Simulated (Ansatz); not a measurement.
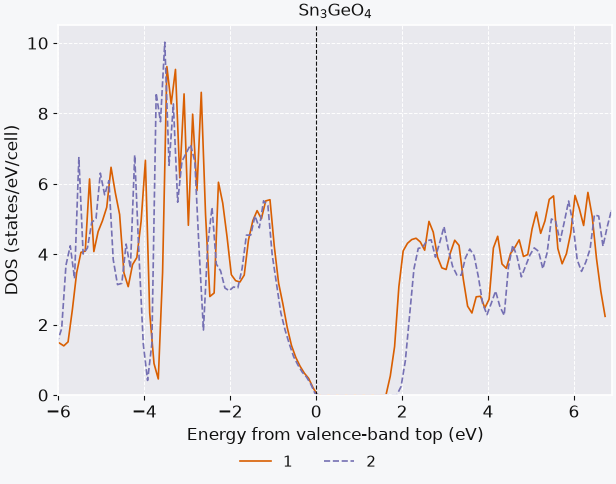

Total densities of states of Sn3GeO4, space group P1 (No. 1), 8 atoms in the cell, by two methods on the same cell. Each is counted from its own valence-band top.

**Which curve is which? The methods: PBE, r2SCAN.**

1 is PBE; 2 is r2SCAN. PBE gives a gap of 1.65 eV and r2SCAN gives a gap of 1.95 eV.

Settings. PBE: DFT PBE, scalar-relativistic, plane waves, PAW, no spin polarisation, 6×6×6 k mesh, 420 eV cutoff, Gaussian smearing of 0.02 eV (Ansatz). r2SCAN: DFT r2SCAN, scalar-relativistic, plane waves, PAW, no spin polarisation, 6×6×6 k mesh, 500 eV cutoff, Gaussian smearing of 0.02 eV (Ansatz 0.2.0).

The structure is an invented one, so it need not be a known or stable phase.
